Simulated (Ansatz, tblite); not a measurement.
# The cluster Al4P4: removing and adding an electron

Aim: the energy of removing and adding an electron for the cluster Al4P4, by energy differences, and how well orbital energies stand in for it.

Method: as each input shows; program: Ansatz 0.2.0, Gaussian basis.

Levels to be run: charge +1 doublet, at the geometry of the singlet (PBE0-D4/def2-TZVP, PBE-D4/def2-TZVP, r2SCAN-D4/def2-TZVP); charge -1 doublet, at the geometry of the singlet (PBE0-D4/def2-TZVP, PBE-D4/def2-TZVP, r2SCAN-D4/def2-TZVP); the starting singlet's energies come from earlier runs.

4 further runs of the same task are left out: 1 that didn't finish, 3 set aside as unsound or not needed. Runs told in other sessions of the task aren't counted.

## (1) The geometry

The geometry is that of the singlet, from an earlier relaxation (PBE-D4/def2-SVP). At that level it is the lowest of the isomers that a small search found.

8 atoms, charge 0, spin multiplicity 1.

Atoms are counted from 1 here; the program's logs count them from 0.

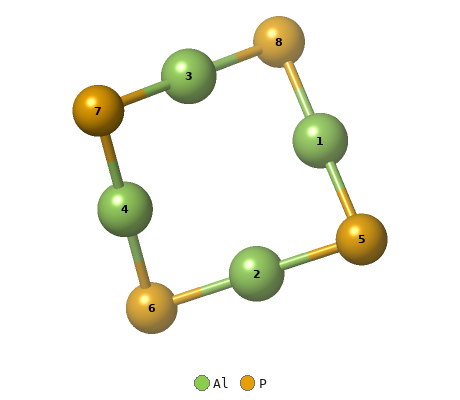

The structure; aluminium green, phosphorus amber; atoms are numbered from 1 in the order of the file.

## (2) Charge +1 doublet at the fixed geometry, PBE0-D4/def2-TZVP

File in.yaml:

```yaml
crystal:
  periodic: [false, false, false]
  atoms:
    - {symbol: Al, position_ang: [-1.025151, 1.477072, -0.900508]}
    - {symbol: Al, position_ang: [-1.461359, -0.179854, 1.368768]}
    - {symbol: Al, position_ang: [1.461207, 0.179697, -1.368632]}
    - {symbol: Al, position_ang: [1.024854, -1.477328, 0.900173]}
    - {symbol: P, position_ang: [-2.922862, 0.659776, -0.080563]}
    - {symbol: P, position_ang: [-0.000221, -1.019048, 2.818676]}
    - {symbol: P, position_ang: [2.050778, -1.934699, -1.018009]}
    - {symbol: P, position_ang: [0.872754, 2.294384, -1.719895]}
basis:
  gaussian: {orbitals: def2-TZVP}
total_charge: 1
magnetization: {spin_polarized: true, initial_magnetization: 1}
hamiltonian: {xc: pbe0, dispersion: d4}
scf: {omitted_lower_state_checks: [starts]}
output: {orbitals: {seedname: orbitals}}
```

Command:

```sh
> ansatz run in.yaml --threads 4 --pin off --events-out ev --progress --plain --max-ram 6963MiB
```

The program printed:

```text
Functional definition: PBE0
  name "PBE0"
  cite "Adamo & Barone, J. Chem. Phys. 110, 6158 (1999) doi:10.1063/1.478522"
  cite "Perdew, Burke & Ernzerhof, Phys. Rev. Lett. 77, 3865 (1996) doi:10.1103/PhysRevLett.77.3865"
  parent pbe
  parameter a = 0.25
  parameter kappa = 0.804
  parameter beta = 0.06672455060314922
  exchange = (1 - a)*pbe_x(kappa = kappa, mu = beta*pi^2/3) + a*exact_x
  correlation = pbe_c(beta = beta)
these checks for a lower state are left out or cut short: starts
2244 factors; their error is unknown
mean field evaluation 1: about -63508.7277 eV, gradient 2.7e1 eV
mean field evaluation 2: about -63510.1872 eV, gradient 2.4e1 eV
mean field evaluation 4: about -63513.5145 eV, gradient 2.4e0 eV
mean field evaluation 8: about -63513.5620 eV, gradient 1.3e-1 eV
mean field evaluation 16: about -63513.6470 eV, gradient 1.4e-3 eV
mean field evaluation 32: about -63513.6470 eV, gradient 5.5e-5 eV
mean field -63513.64697290 eV, -2334.0834751579 hartree, gradient 3.4e-6 eV, S^2 0.780689; 0 other end points of the search recorded, 0 dependent functions left out
reference -63513.64700711 eV, -2334.0834764149 hartree; 56, 55 occupied and 240, 241 virtual orbitals, 2244 factors
Total energy: -63514.12626013 eV, -2334.1010886387 hartree
Checks for a lower state left out: starts
```

It took 8.6 min on 4 threads of Arm Neoverse N1, shared host; peak memory 2 GiB.

Report: HOMO -10.42 eV, LUMO -9.42 eV (over both spins); ⟨S²⟩ 0.781 (pure: 0.75).

## (3) Charge +1 doublet at the fixed geometry, PBE-D4/def2-TZVP

start.molden holds the orbitals of an earlier run on this state, given as this run's starting guess.

in.yaml, as its differences from that of step 2:

```diff
@@ -12,6 +12,6 @@
 basis:
-  gaussian: {orbitals: def2-TZVP}
+  gaussian: {orbitals: def2-TZVP, initial_orbitals: start.molden}
 total_charge: 1
 magnetization: {spin_polarized: true, initial_magnetization: 1}
-hamiltonian: {xc: pbe0, dispersion: d4}
+hamiltonian: {xc: pbe, dispersion: d4}
 scf: {omitted_lower_state_checks: [starts]}
```

Same command.

The program printed:

```text
Functional definition: PBE
  name "PBE"
  cite "Perdew, Burke & Ernzerhof, Phys. Rev. Lett. 77, 3865 (1996) doi:10.1103/PhysRevLett.77.3865"
  parent pbe
  parameter kappa = 0.804
  parameter beta = 0.06672455060314922
  exchange = pbe_x(kappa = kappa, mu = beta*pi^2/3)
  correlation = pbe_c(beta = beta)
these checks for a lower state are left out or cut short: starts
2116 factors; their error is unknown
mean field evaluation 1: about -63508.7241 eV, gradient 1.3e1 eV
mean field evaluation 2: about -63508.9396 eV, gradient 3.7e-1 eV
mean field evaluation 4: about -63508.9291 eV, gradient 5.5e-2 eV
mean field evaluation 8: about -63508.9292 eV, gradient 2.7e-5 eV
mean field -63508.92922580 eV, -2333.9101011499 hartree, gradient 2.0e-5 eV, S^2 0.756333; 0 other end points of the search recorded, 0 dependent functions left out
reference -63508.92927127 eV, -2333.9101028208 hartree; 56, 55 occupied and 240, 241 virtual orbitals, 2116 factors
Total energy: -63509.46478846 eV, -2333.9297827146 hartree
Checks for a lower state left out: starts
```

It took 22 s on 4 threads of Arm Neoverse N1, shared host; peak memory 0.77 GiB.

Report: HOMO -9.80 eV, LUMO -9.74 eV (over both spins); ⟨S²⟩ 0.756 (pure: 0.75).

## (4) Charge +1 doublet at the fixed geometry, r2SCAN-D4/def2-TZVP

in.yaml, as its differences from that of step 3:

```diff
@@ -15,3 +15,3 @@
 magnetization: {spin_polarized: true, initial_magnetization: 1}
-hamiltonian: {xc: pbe, dispersion: d4}
+hamiltonian: {xc: r2scan, dispersion: d4}
 scf: {omitted_lower_state_checks: [starts]}
```

Same command.

The program printed (excerpt; [...] marks lines left out):

```text
Functional definition: r2SCAN
  name "r2SCAN"
  cite "Furness, Kaplan, Ning, Perdew & Sun, J. Phys. Chem. Lett. 11, 8208 (2020) doi:10.1021/acs.jpclett.0c02405"
  cite "Furness, Kaplan, Ning, Perdew & Sun, J. Phys. Chem. Lett. 11, 9248 (2020) doi:10.1021/acs.jpclett.0c03077"
  parent r2scan
[...]
2116 factors; their error is unknown
[...]
mean field -63534.61283406 eV, -2334.8539563444 hartree, gradient 4.3e-6 eV, S^2 0.770090; 0 other end points of the search recorded, 0 dependent functions left out
reference -63534.61285278 eV, -2334.8539570323 hartree; 56, 55 occupied and 240, 241 virtual orbitals, 2116 factors
Total energy: -63534.74170416 eV, -2334.8586922332 hartree
Checks for a lower state left out: starts
```

Wall time 2.1 min (4 threads of Arm Neoverse N1, shared host); peak memory 1.6 GiB.

HOMO -9.95 eV, LUMO -9.81 eV (over both spins); ⟨S²⟩ 0.770 (pure: 0.75).

## (5) Vertical ionisation energy

Charged state less starting state, singlet to doublet; the starting state's energies are those of its earlier runs.

```tsv
level	vertical ionisation energy (eV)	time
PBE-D4/def2-TZVP	+7.80	31 s
r2SCAN-D4/def2-TZVP	+7.93	2.5 min
PBE0-D4/def2-TZVP	+8.08	9 min
```

Times add the two runs; a level without a time comes out of a correlated run.

Beside −ε(HOMO) of the starting state:

```tsv
level	−ε(HOMO) (eV)	by difference (eV)	mismatch (eV)
PBE-D4/def2-TZVP	5.83	7.80	-1.97
r2SCAN-D4/def2-TZVP	6.04	7.93	-1.89
PBE0-D4/def2-TZVP	6.71	8.08	-1.37
```

## (6) Charge -1 doublet at the fixed geometry, PBE0-D4/def2-TZVP

in.yaml, as its differences from that of step 4:

```diff
@@ -12,6 +12,6 @@
 basis:
-  gaussian: {orbitals: def2-TZVP, initial_orbitals: start.molden}
-total_charge: 1
+  gaussian: {orbitals: def2-TZVP}
+total_charge: -1
 magnetization: {spin_polarized: true, initial_magnetization: 1}
-hamiltonian: {xc: r2scan, dispersion: d4}
+hamiltonian: {xc: pbe0, dispersion: d4}
 scf: {omitted_lower_state_checks: [starts]}
```

The command is unchanged.

The program printed (excerpt; [...] marks lines left out):

```text
Functional definition: PBE0
  name "PBE0"
  cite "Adamo & Barone, J. Chem. Phys. 110, 6158 (1999) doi:10.1063/1.478522"
  cite "Perdew, Burke & Ernzerhof, Phys. Rev. Lett. 77, 3865 (1996) doi:10.1103/PhysRevLett.77.3865"
  parent pbe
[...]
2244 factors; their error is unknown
[...]
mean field -63523.88427605 eV, -2334.4596891097 hartree, gradient 4.5e-5 eV, S^2 0.756558; 0 other end points of the search recorded, 0 dependent functions left out
reference -63523.88430581 eV, -2334.4596902034 hartree; 57, 56 occupied and 239, 240 virtual orbitals, 2244 factors
Total energy: -63524.39575221 eV, -2334.4784855118 hartree
Checks for a lower state left out: starts
```

Wall time 66 s (4 threads of Arm Neoverse N1, shared host); peak memory 1.9 GiB.

Report: HOMO -0.84 eV, LUMO 0.90 eV (over both spins); ⟨S²⟩ 0.757 (pure: 0.75).

## (7) Charge -1 doublet at the fixed geometry, PBE-D4/def2-TZVP

in.yaml, as its differences from that of step 6:

```diff
@@ -12,6 +12,6 @@
 basis:
-  gaussian: {orbitals: def2-TZVP}
+  gaussian: {orbitals: def2-TZVP, initial_orbitals: start.molden}
 total_charge: -1
 magnetization: {spin_polarized: true, initial_magnetization: 1}
-hamiltonian: {xc: pbe0, dispersion: d4}
+hamiltonian: {xc: pbe, dispersion: d4}
 scf: {omitted_lower_state_checks: [starts]}
```

The command is unchanged.

The program printed:

```text
Functional definition: PBE
  name "PBE"
  cite "Perdew, Burke & Ernzerhof, Phys. Rev. Lett. 77, 3865 (1996) doi:10.1103/PhysRevLett.77.3865"
  parent pbe
  parameter kappa = 0.804
  parameter beta = 0.06672455060314922
  exchange = pbe_x(kappa = kappa, mu = beta*pi^2/3)
  correlation = pbe_c(beta = beta)
these checks for a lower state are left out or cut short: starts
2116 factors; their error is unknown
mean field evaluation 1: about -63518.5722 eV, gradient 1.3e1 eV
mean field evaluation 2: about -63518.7880 eV, gradient 3.4e-1 eV
mean field evaluation 4: about -63518.7748 eV, gradient 3.7e-2 eV
mean field evaluation 8: about -63518.7749 eV, gradient 1.2e-5 eV
mean field -63518.77486709 eV, -2334.2719217936 hartree, gradient 1.2e-5 eV, S^2 0.752791; 0 other end points of the search recorded, 0 dependent functions left out
reference -63518.77490704 eV, -2334.2719232616 hartree; 57, 56 occupied and 239, 240 virtual orbitals, 2116 factors
Total energy: -63519.34632603 eV, -2334.2929225224 hartree
Checks for a lower state left out: starts
```

Run time: 18 s. Hardware: 4 threads of Arm Neoverse N1, shared host; peak memory 0.75 GiB.

HOMO -0.13 eV, LUMO 0.31 eV (over both spins); ⟨S²⟩ 0.753 (pure: 0.75).

## (8) Charge -1 doublet at the fixed geometry, r2SCAN-D4/def2-TZVP

in.yaml, as its differences from that of step 7:

```diff
@@ -15,3 +15,3 @@
 magnetization: {spin_polarized: true, initial_magnetization: 1}
-hamiltonian: {xc: pbe, dispersion: d4}
+hamiltonian: {xc: r2scan, dispersion: d4}
 scf: {omitted_lower_state_checks: [starts]}
```

The command is unchanged.

The program printed:

```text
Functional definition: r2SCAN
  name "r2SCAN"
  cite "Furness, Kaplan, Ning, Perdew & Sun, J. Phys. Chem. Lett. 11, 8208 (2020) doi:10.1021/acs.jpclett.0c02405"
  cite "Furness, Kaplan, Ning, Perdew & Sun, J. Phys. Chem. Lett. 11, 9248 (2020) doi:10.1021/acs.jpclett.0c03077"
  parent r2scan
  parameter k0 = 0.174
  parameter k1 = 0.065
  parameter a1 = 4.9479
  exchange = r2scan_x(k0 = k0, k1 = k1, a1 = a1)
  correlation = r2scan_c
these checks for a lower state are left out or cut short: starts
2116 factors; their error is unknown
mean field evaluation 1: about -63544.6979 eV, gradient 8.4e0 eV
mean field evaluation 2: about -63544.7713 eV, gradient 1.7e-1 eV
mean field evaluation 4: about -63544.7483 eV, gradient 1.5e-3 eV
mean field -63544.74827251 eV, -2335.2264268375 hartree, gradient 4.6e-5 eV, S^2 0.758949; 0 other end points of the search recorded, 0 dependent functions left out
reference -63544.74828968 eV, -2335.2264274684 hartree; 57, 56 occupied and 239, 240 virtual orbitals, 2116 factors
Total energy: -63544.88591745 eV, -2335.2314851956 hartree
Checks for a lower state left out: starts
```

Run time: 47 s. Hardware: 4 threads of Arm Neoverse N1, shared host; peak memory 0.85 GiB.

From the report: HOMO -0.34 eV, LUMO 0.48 eV (over both spins); ⟨S²⟩ 0.759 (pure: 0.75).

## (9) Vertical electron affinity

Starting state less charged state (positive: the electron is bound), singlet to doublet; the starting state's energies are those of its earlier runs.

```tsv
level	vertical electron affinity (eV)	time
PBE-D4/def2-TZVP	+2.08	27 s
r2SCAN-D4/def2-TZVP	+2.21	69 s
PBE0-D4/def2-TZVP	+2.19	90 s
```

Times add the two runs; a level without a time comes out of a correlated run.

Beside −ε(LUMO) of the starting state:

```tsv
level	−ε(LUMO) (eV)	by difference (eV)	mismatch (eV)
PBE-D4/def2-TZVP	4.00	2.08	+1.92
r2SCAN-D4/def2-TZVP	4.01	2.21	+1.79
PBE0-D4/def2-TZVP	3.50	2.19	+1.31
```

## (10) Summary of results

| quantity | value |
| --- | --- |
| vertical ionisation energy, functionals in def2-TZVP | 7.80 (PBE-D4) to 8.08 eV (PBE0-D4) |
| vertical electron affinity, functionals in def2-TZVP | 2.08 (PBE-D4) to 2.21 eV (r2SCAN-D4) |

In words: The vertical ionisation energy spans 7.80 to 8.08 eV over the functionals. −ε(HOMO) misses the level's own difference by -1.37 eV at best (PBE0-D4) and -1.97 eV at worst (PBE-D4). The vertical electron affinity spans 2.08 to 2.21 eV over the functionals. −ε(LUMO) misses the level's own difference by +1.31 eV at best (PBE0-D4) and +1.92 eV at worst (PBE-D4).
